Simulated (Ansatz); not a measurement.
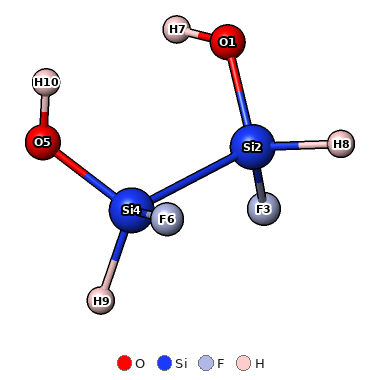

The system is F₂H₄O₂Si₂, SMILES O[SiH](F)[SiH](O)F; the picture shows the reference structure. First axis: dihedral H7–O1–Si2–Si4. Second axis: dihedral O1–Si2–Si4–O5. Nothing is relaxed (all other coordinates rigid). Grid: 18 × 18 points. Points are written as (first, second). Energies are in kJ/mol, from the relaxed molecule at the same level. The calculation used Ansatz 0.2.0, RHF/def2-SVP.

Its coordinates:

```xyz
10

O    -1.5613    0.3150   -1.2831
Si    0.0386   -0.0516   -1.2669
F     0.2487   -1.5338   -1.8731
Si    0.8377   -0.1029    0.9550
O    -0.4161    0.0093    2.0085
F     1.7983    1.1829    1.1356
H    -2.1949   -0.2391   -0.8540
H     0.7120    0.9055   -2.1528
H     1.6033   -1.3015    1.3177
H    -0.9830    0.7651    2.0161
```

Range: dihedral H7–O1–Si2–Si4 from −180 to 160°; dihedral O1–Si2–Si4–O5 from −180 to 160°.

> What will the energy surface look like?

The lowest grid point is at (−180°, 40°), −4.2 kJ/mol from the relaxed molecule at the same level. Higher local minima lie near (−60°, 160°) (1.0 kJ/mol above the lowest at that grid point); (−180°, 160°) (2.6 kJ/mol above the lowest at that grid point); (−180°, −60°) (3.6 kJ/mol above the lowest at that grid point). The highest grid point, (40°, 0°), lies 22.2 kJ/mol above the lowest. On the interpolated surface the easiest way out of the lowest well to the well at about (175°, −60°) passes a barrier of about 4.6 kJ/mol, counted from the interpolated bottom of the well. Round the minimum the two coordinates are nearly uncoupled.

| dihedral O1–Si2–Si4–O5 ↓, dihedral H7–O1–Si2–Si4 → | −180 | −140 | −100 | −60 | −20 | 20 | 60 | 100 | 140 |
| --- | --- | --- | --- | --- | --- | --- | --- | --- | --- |
| 160 | −1.5 | 1.3 | 1.0 | −3.1 | −0.3 | 9.0 | 12.8 | 8.7 | 1.3 |
| 120 | 2.3 | 5.7 | 6.7 | 2.5 | 1.3 | 7.3 | 12.9 | 11.4 | 5.0 |
| 80 | 0.3 | 3.9 | 6.5 | 6.2 | 7.5 | 9.3 | 10.1 | 7.8 | 2.5 |
| 40 | −4.2 | −0.7 | 1.3 | 2.1 | 8.5 | 14.0 | 11.8 | 5.1 | −2.0 |
| 0 | −0.9 | 2.3 | 2.8 | 0.1 | 4.3 | 14.9 | 18.0 | 11.3 | 2.2 |
| −40 | 0.0 | 3.0 | 3.8 | 1.4 | 3.8 | 9.8 | 13.8 | 10.4 | 3.0 |
| −80 | 0.1 | 3.3 | 4.2 | 2.4 | 6.1 | 12.3 | 13.6 | 9.3 | 2.5 |
| −120 | 3.1 | 6.2 | 7.4 | 5.9 | 9.5 | 16.0 | 17.9 | 13.3 | 6.0 |
| −160 | 0.4 | 3.0 | 3.5 | 1.9 | 6.4 | 13.5 | 15.3 | 10.8 | 3.5 |

The table holds every second grid line.

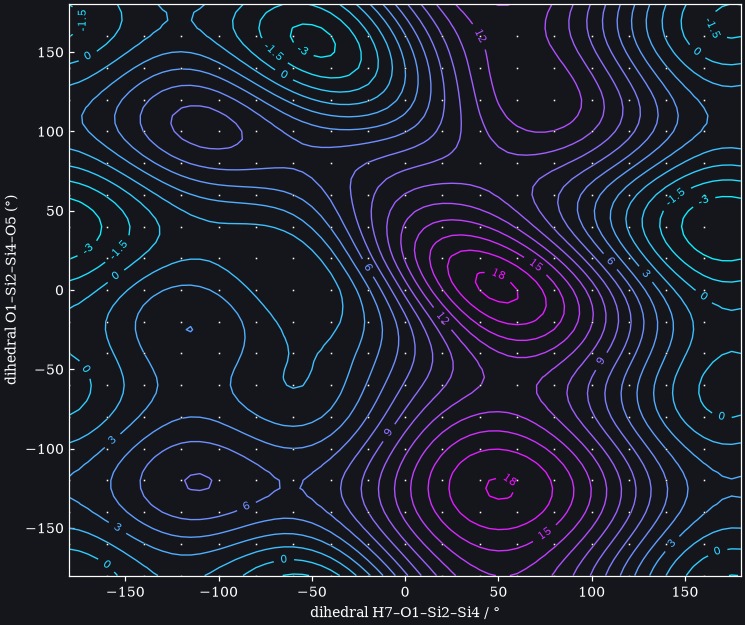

The picture shows contour lines labelled in kJ/mol, dots at the grid points. Between grid points the surface is interpolated.

Time for the 324 points that were run: 25 min on 1 thread of Arm Neoverse N1, with other jobs on the host.
